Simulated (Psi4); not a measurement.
**UHSE06/def2-SVPD (core potential) run of SnH3O2 (SMILES [OH][SnH][OH])**

What is the vertical doublet–quartet gap of SnH3O2 at UHSE06/def2-SVPD (core potential)? 

The calculation is run with Psi4 1.11.

1 further run of the same task is left out (set aside as unsound or not needed).

### 1 Starting point

The species is SnH3O2 (6 atoms), meant as a doublet with charge 0. As SMILES, `[OH][SnH][OH]`. The coordinates come from a PBE0-D4/def2-TZVP relaxation. This is one conformer, not always the lowest.

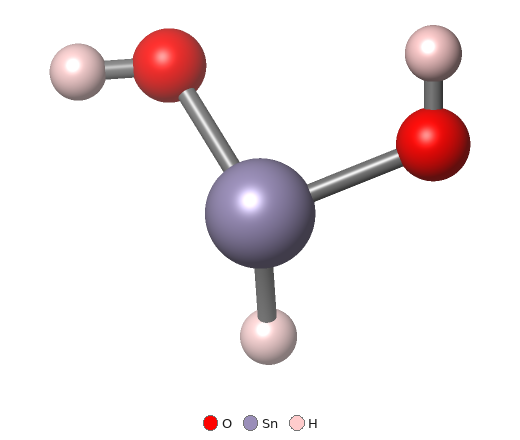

The structure, seen from a chosen angle (oxygen red, tin purple, hydrogen pink).

### 2 A single-point energy at UHSE06/def2-SVPD (core potential)

Input file calc.py:

```python
import psi4

psi4.set_memory('2200 MB')
psi4.set_num_threads(1)
psi4.set_output_file('psi4.out', False)

geom = psi4.geometry("""
0 2
O     -1.248300    -0.684700    -0.233400
Sn     0.417000     0.302500    -0.639600
O      1.413900    -0.038300     1.016700
H     -1.852000    -0.783400    -0.973600
H      0.128600     2.026100    -0.624300
H      1.182700    -0.886000     1.408100
symmetry c1
""")

psi4.set_options({
    'reference': 'uks',
    'puream': True,
    'e_convergence': 1e-09,
    'd_convergence': 1e-08,
    'scf_type': 'pk',
    'dft_radial_points': 99,
    'dft_spherical_points': 590,
    'maxiter': 100,
})

e, wfn = psi4.energy("hse06/def2-SVPD", return_wfn=True)
psi4.oeprop(wfn, "MAYER_INDICES", "WIBERG_LOWDIN_INDICES", "MULLIKEN_CHARGES", title="HSE06")
print('E =', round(e, 9))
for k, v in sorted(psi4.core.scalar_variables().items()):
    print(f'{k:45s} {v:18.10f}')
```

Started as:

```bash
python calc.py
```

psi4.out:

```text
[...]
    !!!  WARNING: ECP capability is in beta. Please check occupations closely.  !!!
[...]
  Running in c1 symmetry.
[...]
  Nuclear repulsion =  136.297544318308439
[...]
  Multiplicity = 2
[...]
  Nalpha       = 21
  Nbeta        = 20
[...]
    Number of basis functions: 102
[...]
   @UKS iter   1:  -365.79119365033500   -1.02293e+00   1.06734e-02 DIIS/ADIIS
[...]
   @UKS iter  14:  -366.29313305947352    5.11648e-10   4.12451e-09 DIIS
[...]
   @S^2 Observed:                7.550732481E-01
[...]
    Orbital Energies [Eh]
    ---------------------
    Alpha Occupied:
       1A    -19.204185     2A    -19.199895     3A     -5.153314
       4A     -3.487548     5A     -3.485899     6A     -3.483846
       7A     -1.073675     8A     -1.061986     9A     -1.050498
      10A     -1.048853    11A     -1.048152    12A     -0.971186
      13A     -0.947477    14A     -0.539866    15A     -0.475553
      16A     -0.419836    17A     -0.363157    18A     -0.346550
      19A     -0.323279    20A     -0.316144    21A     -0.224237
    Alpha Virtual:
      22A     -0.036473    23A     -0.019992    24A      0.001864
      25A      0.024994    26A      0.056823    27A      0.070564
[...]
  @UKS Final Energy:  -366.29313305947352
   => Energetics <=
    Nuclear Repulsion Energy =            136.2975443183084394
    One-Electron Energy =                -857.0025318883851924
    Two-Electron Energy =                 382.6027524804931659
    DFT Exchange-Correlation Energy =     -28.1908979698898499
    Empirical Dispersion Energy =           0.0000000000000000
    VV10 Nonlocal Energy =                  0.0000000000000000
    Total Energy =                       -366.2931330594735186
[...]
 Multipole Moments:
 ------------------------------------------------------------------------------------
     Multipole            Electronic (a.u.)      Nuclear  (a.u.)        Total (a.u.)
 ------------------------------------------------------------------------------------
 L = 1.  Multiply by 2.5417464519 to convert [e a0] to [Debye]
 Dipole X            :          7.0278438           -7.2405098           -0.2126660
 Dipole Y            :         10.1320869          -10.2161760           -0.0840891
 Dipole Z            :        -18.0301023           17.0770848           -0.9530174
 Magnitude           :                                                    0.9800715
[...]
  Mulliken Charges: (a.u.)
   Center  Symbol    Alpha    Beta     Spin     Total
       1     O     4.40510  4.32174  0.08336 -0.72684
       2    SN    10.72793 10.10373  0.62420  1.16835
       3     O     4.43023  4.34990  0.08033 -0.78013
       4     H     0.41561  0.42614 -0.01053  0.15825
       5     H     0.62332  0.39268  0.23064 -0.01600
       6     H     0.39781  0.40581 -0.00800  0.19638
   Total alpha = 21.00000, Total beta = 20.00000, Total charge =  0.00000
  Mayer Bond Indices:
[...]
```

On the terminal:

```text
E = -366.293133059
CURRENT ENERGY                                   -366.2931330595
CURRENT REFERENCE ENERGY                         -366.2931330595
DD SOLVATION ENERGY                                 0.0000000000
DFT FUNCTIONAL TOTAL ENERGY                      -366.2931330595
DFT TOTAL ENERGY                                 -366.2931330595
DFT VV10 ENERGY                                     0.0000000000
DFT XC ENERGY                                     -28.1908979699
GRID ELECTRONS ALPHA                               21.0000003824
GRID ELECTRONS BETA                                20.0000003635
GRID ELECTRONS TOTAL                               41.0000007459
NUCLEAR REPULSION ENERGY                          136.2975443183
ONE-ELECTRON ENERGY                              -857.0025318884
PCM POLARIZATION ENERGY                             0.0000000000
PE ENERGY                                           0.0000000000
SCF ITERATION ENERGY                             -366.2931330595
SCF ITERATIONS                                     14.0000000000
SCF TOTAL ENERGY                                 -366.2931330595
TWO-ELECTRON ENERGY                               382.6027524805
XC GRID RADIAL POINTS                              99.0000000000
XC GRID SPHERICAL POINTS                          590.0000000000
XC GRID TOTAL POINTS                           337526.0000000000
```

Wall time 34 s (1 thread of Intel Xeon 6975P-C (Granite Rapids), shared host); peak memory 0.97 GiB.

### 3 The quartet: energy and forces at UHSE06/def2-SVPD (core potential)

Input file h3o2sn.inp:

```
memory 2.2 GB

molecule m {
  0 4
  O
  Sn 1 1.978076
  O 2 1.962978 1 99.6503
  H 1 0.960256 2 114.97879 3 -170.37312
  H 2 1.747629 3 104.33832 1 114.29614
  H 3 0.961895 2 111.97919 5 144.70045
  units angstrom
  symmetry c1
  no_reorient
  no_com
}

set {
  reference            uks
  puream               true
  e_convergence        1e-09
  d_convergence        1e-08
  scf_type             pk
  dft_radial_points    99
  dft_spherical_points 590
  maxiter              100
}

energy_value, wavefunction = gradient('hse06/def2-SVPD', return_wfn=True)
oeprop(wavefunction, 'DIPOLE', 'LOWDIN_CHARGES', 'WIBERG_LOWDIN_INDICES')
```

Started as:

```bash
psi4 h3o2sn.inp h3o2sn.out -n 1
```

h3o2sn.out, cut to the lines that bear on the results:

```text
[...]
    !!!  WARNING: ECP capability is in beta. Please check occupations closely.  !!!
[...]
  Running in c1 symmetry.
[...]
  Nuclear repulsion =  136.297566665365679
[...]
  Multiplicity = 4
[...]
  Nalpha       = 22
  Nbeta        = 19
[...]
    Number of basis functions: 102
[...]
   @UKS iter   1:  -365.54607988365012   -8.25918e-01   1.02048e-02 ADIIS/DIIS
[...]
   @UKS iter  22:  -366.06280592373770   -1.99520e-11   7.68364e-09 DIIS
[...]
   @S^2 Observed:                3.762422268E+00
[...]
  @UKS Final Energy:  -366.06280592373770
   => Energetics <=
    Nuclear Repulsion Energy =            136.2975666653656788
    One-Electron Energy =                -855.3092713041455681
    Two-Electron Energy =                 381.0700424792519811
    DFT Exchange-Correlation Energy =     -28.1211437642098012
    Empirical Dispersion Energy =           0.0000000000000000
    VV10 Nonlocal Energy =                  0.0000000000000000
    Total Energy =                       -366.0628059237376988
[...]
  -Total Gradient:
     Atom            X                  Y                   Z
    ------   -----------------  -----------------  -----------------
       1        0.010655663050     0.052046996087     0.069666814569
       2       -0.006390694268    -0.043608443638    -0.093607986145
       3        0.001265731378     0.026170626002     0.005546435476
       4       -0.008999540221    -0.041330521480     0.018274956257
       5        0.004872391140     0.000621251473    -0.000807059994
       6       -0.001380508760     0.006140411185     0.000890977031
[...]
 Multipole Moments:
 ------------------------------------------------------------------------------------
     Multipole            Electronic (a.u.)      Nuclear  (a.u.)        Total (a.u.)
 ------------------------------------------------------------------------------------
 L = 1.  Multiply by 2.5417464519 to convert [e a0] to [Debye]
 Dipole X            :          1.6498632           -1.3111693            0.3386939
 Dipole Y            :         15.0419889          -15.1849531           -0.1429642
 Dipole Z            :         14.1476247          -14.7010167           -0.5533919
 Magnitude           :                                                    0.6643756
[...]
```

It took 61 s on 1 thread of Intel Xeon 6975P-C (Granite Rapids), shared host; peak memory 0.97 GiB.

### 4 Summary of results

Level: UHSE06/def2-SVPD (core potential).

| quantity | value |
| --- | --- |
| doublet: total energy | -366.29313 Eh |
| doublet: dipole moment | 2.49 D |
| doublet: HOMO energy (highest over α and β) | -6.10 eV |
| doublet: LUMO energy (lowest over α and β) | -3.94 eV |
| doublet: ⟨S²⟩ | 0.755 |
| quartet: total energy | -366.06281 Eh |
| quartet: dipole moment | 1.69 D |
| quartet: HOMO energy (highest over α and β) | -2.56 eV |
| quartet: ⟨S²⟩ | 3.762 |
| quartet: largest force on an atom | 5.320 eV/Å |
| vertical energy of the quartet above the doublet | 6.268 eV |

In words: At this shape the quartet lies 6.27 eV (605 kJ/mol) above the doublet.
